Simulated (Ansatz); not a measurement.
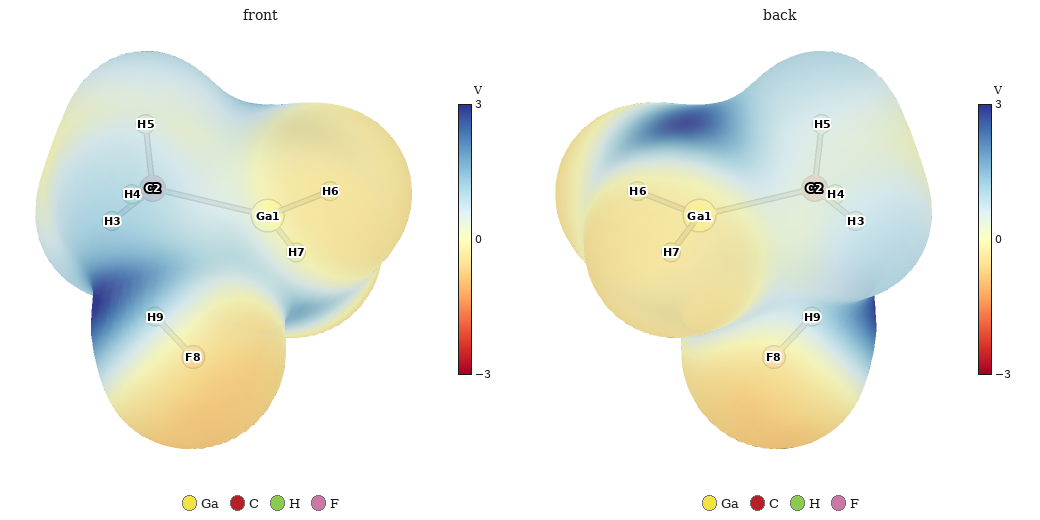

Figure 1: CH$_{5}$Ga···HF. The molecular electrostatic potential painted on the density surface at 0.002 e/bohr³, seen from the front and from behind; the colour scale runs from red (negative) to blue (positive).

Computed with RKS PBE0-D4/def2-SVPD in Ansatz.

Input file:

```
crystal:
  periodic: [false, false, false]
  atoms:
    - { symbol: Ga, position_ang: [0.0, 0.0, 0.0] }
    - { symbol: C, position_ang: [0.0, 0.0, 2.33] }
    - { symbol: H, position_ang: [-0.9996, -0.3092, 2.7005] }
    - { symbol: H, position_ang: [0.7676, -0.7111, 2.7005] }
    - { symbol: H, position_ang: [0.232, 1.0203, 2.7005] }
    - { symbol: H, position_ang: [1.3596, 0.0, -0.785] }
    - { symbol: H, position_ang: [-1.3596, 0.0, -0.785] }
    - { symbol: F, position_ang: [-0.2561, -1.8806, 0.6306] }
    - { symbol: H, position_ang: [-0.1762, -1.2937, 1.7624] }
basis:
  gaussian: { orbitals: def2-SVPD }
hamiltonian:
  xc: pbe0
  dispersion: d4
relax:
  f_tol: 0.15
  max_steps: 25
  restrain:
    - { distance: [0, 7], at: 2.9, k: 30.0 }
    - { distance: [8, 1], at: 2.31, k: 30.0 }
    - { distance: [0, 1], at: 1.98, k: 30.0 }
    - { distance: [8, 7], at: 0.92, k: 30.0 }
output:
  orbitals: {}
```

Run with:

```sh
ansatz run input.yaml --threads 4 --pin off --max-ram 5120MiB --backend cpu --events-out ev --progress --plain --runs-dir out
```

The fields are those of the run's last geometry, not of the input's.

> Where is the surface potential most negative and most positive?

The most negative region (about −0.8 V) lies over F8, the most positive (about +2.8 V) over Ga1 and H9.
